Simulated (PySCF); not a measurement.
NMR shielding calculation of SiHCl3

SiHCl3 (Trichlorosilane), SMILES Cl[SiH](Cl)Cl, computed with GIAO PBE0/pcSseg-2 NMR shielding, non-relativistic, gas phase (PySCF 2.14.0).

The geometry comes from this level: PBE0-D3(BJ)/def2-TZVP. Figures and captions count atoms from 1; the log counts them from 0 in places.

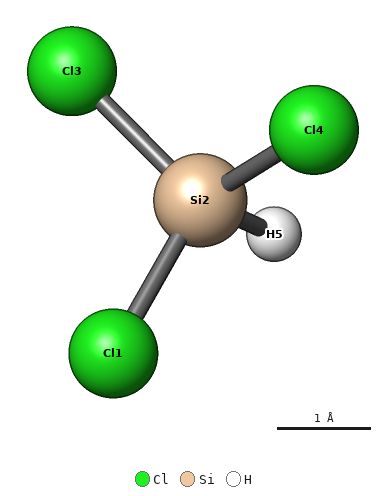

*The structure (ball-and-stick view, seen at a tilt; atoms are numbered from 1 in the order of the input).*

Bond lengths as drawn: Cl–Si 2.03 Å and H–Si 1.47 Å.

**Summary**

- outcome: converged
- total energy: −1670.357748 hartree
- HOMO: −9.49 eV
- LUMO: −0.24 eV
- dipole moment: 0.95 D
- isotropic shielding, Cl: 810.8 to 811.0 ppm
- isotropic shielding, Si: 334.6 ppm
- isotropic shielding, H: 25.2 ppm
- hardware: 1 CPU thread, shared host
- wall time: 9.8 s
- peak memory: 0.75 GiB

**Input**
```
{"job": {"kind": "nmr", "xc": "PBE0", "basis": "pcSseg-2"}, "charge": 0, "multiplicity": 1}
Cl    -0.615885     1.747988    -0.865382
Si     0.041399    -0.028837    -0.137422
Cl    -1.103485    -1.529777    -0.882339
Cl     1.975034    -0.312808    -0.685233
H     -0.054704    -0.020630     1.328052
```

The first line tells a small driver script what to run in PySCF; the rest is the geometry in Å.

Launch command:
```bash
OMP_NUM_THREADS=1 python <driver script> task.json out
```

**Output**
```
coarse grid: 7120 points
cycle   1  E = -1670.3063419545  dE =  3.900e-01  |g| = 3.816e-01  |ddm| = 1.921e+00
cycle   2  E = -1670.2841470605  dE =  2.219e-02  |g| = 4.954e-01  |ddm| = 7.358e-01
cycle   3  E = -1670.3419231471  dE = -5.778e-02  |g| = 4.985e-02  |ddm| = 4.266e-01
cycle   4  E = -1670.3423464054  dE = -4.233e-04  |g| = 1.599e-02  |ddm| = 4.397e-02
cycle   5  E = -1670.3423967212  dE = -5.032e-05  |g| = 2.128e-03  |ddm| = 1.371e-02
cycle   6  E = -1670.3423975528  dE = -8.315e-07  |g| = 6.149e-04  |ddm| = 1.959e-03
final grid: 52536 points
cycle   7  E = -1670.3577452154  dE = -4.085e-05  |g| = 6.422e-03  |ddm| = 1.365e-02
cycle   8  E = -1670.3577459790  dE = -7.635e-07  |g| = 3.822e-03  |ddm| = 5.476e-03
cycle   9  E = -1670.3577476840  dE = -1.705e-06  |g| = 8.955e-04  |ddm| = 3.269e-03
cycle  10  E = -1670.3577478754  dE = -1.914e-07  |g| = 1.792e-04  |ddm| = 8.224e-04
cycle  11  E = -1670.3577478828  dE = -7.353e-09  |g| = 2.364e-05  |ddm| = 1.577e-04
cycle  12  E = -1670.3577478829  dE = -1.044e-10  |g| = 6.293e-06  |ddm| = 1.810e-05
```

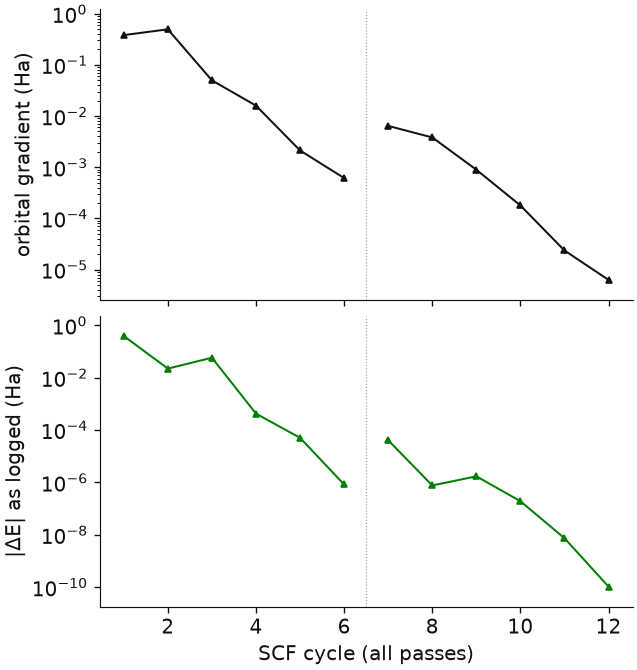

*Convergence of the self-consistent field: orbital gradient and size of the energy change against the SCF cycle. The dotted line marks the change from a coarse to the final integration grid.*

The first 6 cycles use a coarse grid, the final grid takes over at cycle 7, and the field converges after 12 cycles in all.

```
converged SCF energy = -1670.3577478829

GIAO shielding tensors (ppm)
atom      isotropic    diamagn.    paramagn.     s11        s22        s33       span
  0 Cl     810.822    1147.754    -336.932    690.112    774.348    968.006    277.894
  1 Si     334.646     873.967    -539.321    302.099    350.816    351.024     48.925
  2 Cl     811.012    1147.711    -336.699    690.424    774.447    968.164    277.740
  3 Cl     810.964    1147.674    -336.710    690.361    774.313    968.218    277.858
  4 H       25.164      27.334      -2.170     22.090     22.099     31.302      9.213
```

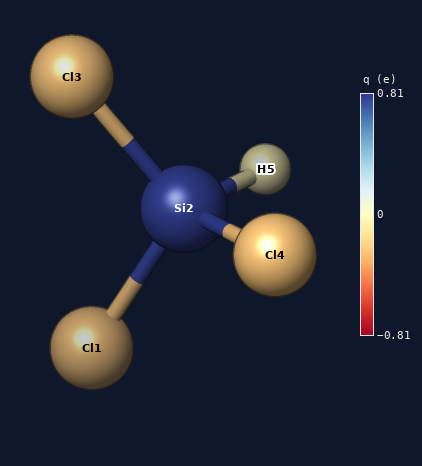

*Mulliken charges, as the colour of each atom (ball-and-stick view, seen at a tilt; atoms are numbered from 1 in the order of the input).*

By element: Cl −0.24, Si +0.78 and H −0.06 e.
